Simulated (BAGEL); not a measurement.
**CH4GaNO (SMILES [H]/N=[C](/O)[GaH2]): HF/6-31G(d) (density fitting with qzvpp-jkfit, spherical functions)**

Aim: the energy change on altering one bond length of CH4GaNO at HF/6-31G* (density fitting with qzvpp-jkfit, spherical functions), from 2 runs. 

The results are computed with BAGEL 1.2.2.

6 further runs of the same task are left out: 5 that didn't finish, 1 set aside as unsound or not needed. Runs told in other sessions of the task aren't counted.

## (1) The molecule

CH4GaNO has 8 atoms, charge 0, and is taken as a singlet. As SMILES, `[H]/N=[C](/O)[GaH2]`. Geometry: a GFN2-xTB relaxation, a rough one for these elements and not checked as a minimum. This is one conformer, not always the lowest.

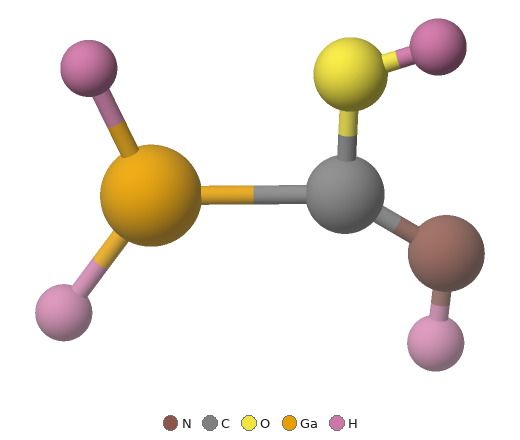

Viewed from a chosen angle; nitrogen brown, carbon grey, oxygen yellow, gallium amber, hydrogen pink.

## (2) The energy at HF/6-31G(d) (density fitting with qzvpp-jkfit, spherical functions)

The input, input.json:

```json
{ "bagel": [

{
  "title": "molecule",
  "basis": "6-31gs.json",
  "df_basis": "qzvpp-jkfit",
  "angstrom": "true",
  "geometry": [
    { "atom": "N", "xyz": [       0.267210,       1.698430,      -0.571890 ] },
    { "atom": "C", "xyz": [       0.149730,       0.564910,      -0.039070 ] },
    { "atom": "O", "xyz": [       0.617220,       0.369800,       1.214860 ] },
    { "atom": "Ga", "xyz": [      -0.497370,      -1.361220,      -0.215180 ] },
    { "atom": "H", "xyz": [      -0.102920,       1.781740,      -1.514050 ] },
    { "atom": "H", "xyz": [       1.012080,       1.182710,       1.574450 ] },
    { "atom": "H", "xyz": [      -1.212300,      -1.988570,      -1.508820 ] },
    { "atom": "H", "xyz": [      -0.233640,      -2.247790,       1.059690 ] }
  ]
},

{ "title": "hf" },

{ "title": "print", "file": "orbitals.molden", "orbitals": "true" }

]}
```

The basis set 6-31G* is read from a file made from the Basis Set Exchange's data (not shown).

Run with:

```bash
$ BAGEL_NUM_THREADS=1 BAGEL input.json > input.out
```

Standard output:

```text
* using 1 threads per process

  ===============================================================
  ===============================================================

  *** Geometry ***

  { "atom" : "N", "xyz" : [      0.504954,      3.209568,     -1.080715 ] },
  { "atom" : "C", "xyz" : [      0.282949,      1.067525,     -0.073832 ] },
  { "atom" : "O", "xyz" : [      1.166377,      0.698821,      2.295753 ] },
  { "atom" : "Ga", "xyz" : [     -0.939893,     -2.572333,     -0.406631 ] },
  { "atom" : "H", "xyz" : [     -0.194491,      3.367001,     -2.861140 ] },
  { "atom" : "H", "xyz" : [      1.912554,      2.234998,      2.975279 ] },
  { "atom" : "H", "xyz" : [     -2.290915,     -3.757853,     -2.851257 ] },
  { "atom" : "H", "xyz" : [     -0.441516,     -4.247707,      2.002524 ] },

  Number of auxiliary basis functions:      567

  Since a DF basis is specified, we compute 2- and 3-index integrals:
    o Being stored without compression. Storage requirement is 0.031 GB

  Number of basis functions:       82
  Number of electrons      :       56

    * METHOD: MOLECULE                             0.37

  *** RHF ***

  === Nuclear Repulsion ===
   237.9991770497

      * DIIS with orbital gradients will be used.

  === RHF iteration (6-31gs.json) ===
      0      -2092.17226810          0.02082079           0.10
      1      -2092.33626592          0.01315392           0.09
      2      -2092.41146023          0.00169236           0.09
      3      -2092.41383203          0.00080583           0.09
      4      -2092.41421837          0.00020729           0.09
      5      -2092.41428834          0.00012031           0.09
      6      -2092.41430435          0.00005389           0.09
      7      -2092.41430972          0.00001115           0.09
      8      -2092.41430984          0.00000411           0.09
      9      -2092.41430985          0.00000199           0.09
     10      -2092.41430985          0.00000044           0.09
     11      -2092.41430985          0.00000023           0.09
     12      -2092.41430985          0.00000007           0.09
     13      -2092.41430985          0.00000002           0.09
     14      -2092.41430985          0.00000001           0.09
    * SCF iteration converged.

    * Permanent dipole moment:
           (    0.171370,     0.287290,     0.194371) a.u.

    * METHOD: HF                                   1.65

    * METHOD: PRINT                                0.02

  ===============================================================
```

Run time: 2.2 s. Hardware: 1 thread of Arm Neoverse V1, shared host.

## (3) The distorted shape

The input, input.json:

```json
{ "bagel": [

{
  "title": "molecule",
  "basis": "6-31gs.json",
  "df_basis": "qzvpp-jkfit",
  "angstrom": true,
  "geometry": [
    { "atom": "N", "xyz": [    0.322719,    1.685936,   -0.430594 ] },
    { "atom": "C", "xyz": [    0.205239,    0.552416,    0.102226 ] },
    { "atom": "O", "xyz": [    0.672729,    0.357306,    1.356156 ] },
    { "atom": "Ga", "xyz": [   -0.441861,   -1.373714,   -0.073884 ] },
    { "atom": "H", "xyz": [   -0.102920,    1.781740,   -1.514050 ] },
    { "atom": "H", "xyz": [    1.067589,    1.170216,    1.715746 ] },
    { "atom": "H", "xyz": [   -1.156791,   -2.001064,   -1.367524 ] },
    { "atom": "H", "xyz": [   -0.178131,   -2.260284,    1.200986 ] }
  ]
},
{
  "title": "hf"
},
{
  "title": "print",
  "file": "orbitals.molden",
  "orbitals": true
}

]}
```

The basis set 6-31G* is read from a file made from the Basis Set Exchange's data (not shown).

Run with:

```bash
$ BAGEL_NUM_THREADS=1 BAGEL input.json > input.out
```

Standard output:

```text
* using 1 threads per process

  ===============================================================
  ===============================================================

  *** Geometry ***

  { "atom" : "N", "xyz" : [      0.609851,      3.185957,     -0.813705 ] },
  { "atom" : "C", "xyz" : [      0.387846,      1.043915,      0.193179 ] },
  { "atom" : "O", "xyz" : [      1.271274,      0.675210,      2.562763 ] },
  { "atom" : "Ga", "xyz" : [     -0.834996,     -2.595943,     -0.139621 ] },
  { "atom" : "H", "xyz" : [     -0.194491,      3.367001,     -2.861140 ] },
  { "atom" : "H", "xyz" : [      2.017451,      2.211388,      3.242290 ] },
  { "atom" : "H", "xyz" : [     -2.186018,     -3.781463,     -2.584246 ] },
  { "atom" : "H", "xyz" : [     -0.336619,     -4.271318,      2.269535 ] },

  Number of auxiliary basis functions:      567

  Since a DF basis is specified, we compute 2- and 3-index integrals:
    o Being stored without compression. Storage requirement is 0.031 GB

  Number of basis functions:       82
  Number of electrons      :       56

    * METHOD: MOLECULE                             0.37

  *** RHF ***

  === Nuclear Repulsion ===
   237.2724645941

      * DIIS with orbital gradients will be used.

  === RHF iteration (6-31gs.json) ===
      0      -2092.15719636          0.02079734           0.09
      1      -2092.31673034          0.01319205           0.09
      2      -2092.39365078          0.00167394           0.09
      3      -2092.39592227          0.00080155           0.09
      4      -2092.39628326          0.00019193           0.09
      5      -2092.39634246          0.00010932           0.09
      6      -2092.39635577          0.00005102           0.09
      7      -2092.39636054          0.00001085           0.09
      8      -2092.39636067          0.00000387           0.09
      9      -2092.39636068          0.00000194           0.09
     10      -2092.39636068          0.00000045           0.09
     11      -2092.39636068          0.00000024           0.09
     12      -2092.39636068          0.00000007           0.09
     13      -2092.39636068          0.00000002           0.09
     14      -2092.39636068          0.00000001           0.09
    * SCF iteration converged.

    * Permanent dipole moment:
           (    0.170200,     0.295879,     0.185426) a.u.

    * METHOD: HF                                   1.61

    * METHOD: PRINT                                0.02

  ===============================================================
```

It took 2.1 s on 1 thread of Arm Neoverse V1, shared host.

## (4) Outcome

At HF/6-31G* (density fitting with qzvpp-jkfit, spherical functions):

| quantity | value |
| --- | --- |
| first shape: total energy | -2092.41431 Eh |
| first shape: dipole moment | 0.98 D |
| first shape: HOMO energy | -10.40 eV |
| first shape: LUMO energy | 0.72 eV |
| first shape: HOMO–LUMO gap | 11.12 eV |
| distorted shape: total energy | -2092.39636 Eh |
| distorted shape: dipole moment | 0.99 D |
| distorted shape: HOMO energy | -10.32 eV |
| distorted shape: LUMO energy | 0.72 eV |
| distorted shape: HOMO–LUMO gap | 11.04 eV |
| energy change with the N1–H5 bond stretched from 1.016 to 1.168 Å | 0.488 eV |

**Reading.** With the N1–H5 bond stretched from 1.016 to 1.168 Å the energy rises by 0.49 eV (11.3 kcal/mol). The first shape isn't relaxed at this level, so the change isn't measured from a minimum.
